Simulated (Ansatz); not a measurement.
**TiB2: x(Hf) = 0.333, 9 atoms, P6/mmm**

The reference is TiB2 (space group P6/mmm, No. 191; a = 3.025 Å, c = 3.223 Å).

The other end (x = 1) is HfB2 (space group P6/mmm, No. 191): 9.88 Å³/atom, gap zero.

It is then changed as follows: Hf replaces 33.3 % of the Ti, ordered in a cell of 9 atoms (starting symmetry P6/mmm) and fully relaxed.

The values are results of DFT with r2SCAN, PAW potentials and a 500 eV plane-wave cutoff in Ansatz (an electronic-structure program), no spin-orbit coupling, not measurements. k-mesh 10×10×14 (Γ-centred); smearing 0.05 eV (Fermi–Dirac), for the changed cell.

```tsv
quantity	base	changed	shift
volume per atom	8.51 Å³	9.01 Å³	+0.50 Å³
density	4.52 g/cm³	6.94 g/cm³	+2.42 g/cm³
shortest interatomic distance	1.746 Å	1.729 Å	-0.017 Å
band gap	zero	zero	–
mixing energy (to 0.01 eV only: unlike meshes or grids)	–	+0.02 eV/atom	–
deviation of the volume from the linear (Vegard-type) interpolation	–	+0.5 %	–
```

Final structure:

```xyz
9
Lattice="5.3076 0.0000 0.0000 -2.6538 4.5965 0.0000 0.0000 0.0000 3.3248" Properties=species:S:1:pos:R:3 pbc="T T T"
Ti     2.6538     1.5322     0.0000
Ti     0.0000     3.0643     0.0000
Hf     0.0000     0.0000     0.0000
B      1.7591     3.0469     1.6624
B      1.7893     0.0000     1.6624
B     -0.8947     1.5496     1.6624
B     -1.7591     3.0469     1.6624
B      3.5183     0.0000     1.6624
B      0.8947     1.5496     1.6624
```

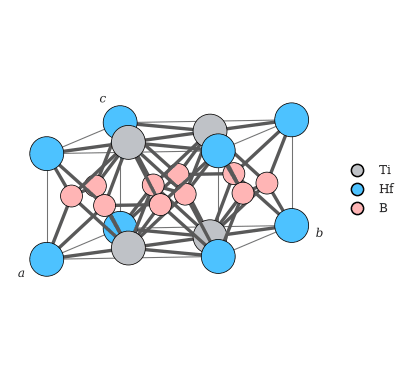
*The relaxed conventional cell after the change*

These are small ordered cells, not random alloys; other orderings at the same x differ. No phonon test of stability was made. The final runs are not spin-polarised.
